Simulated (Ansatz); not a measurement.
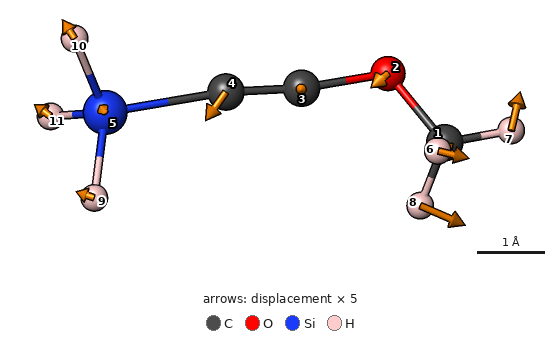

This is a relaxation of C3H6OSi (coarse preliminary run). The starting structure is drawn; orange arrows show the displacements, magnified 5 times. The two geometries are superimposed by the best rigid fit.

A ball-and-stick model, seen at a tilt.

The start comes from a force field.

Method: RKS PBE-D4/def2-SVP in Ansatz. Settings: force threshold 0.03 eV/Å; at most 200 steps.

Question: Which element moves most?

Answer: Hydrogen: up to 0.15 Å, against 0.11 Å for carbon.

Question: What happened in the run?

Answer: The largest move after the best rigid fit is that of H8, 0.15 Å. Largest moves by element: H 0.15 Å, C 0.11 Å, O 0.08 Å, Si 0.04 Å. Near-neighbour distances that change, for instance: C3–C4 1.172 → 1.235 Å, C1–H7 1.045 → 1.104 Å, C4–Si5 1.879 → 1.821 Å, Si5–H11 1.448 → 1.505 Å. Among the angles between lasting bonds that change: C3–C4–Si5 173.1° → 179.6°, O2–C1–H7 111.6° → 106.2°, O2–C3–C4 173.3° → 178.2°. The energy falls by 11.3 kcal/mol in 6 accepted moves (7 points after the start). The largest force component goes from 7.1 to 0.0036 eV/Å. The line search rejected the trial step at point 5 of the run. The run took roughly 30 core-seconds on a shared host.
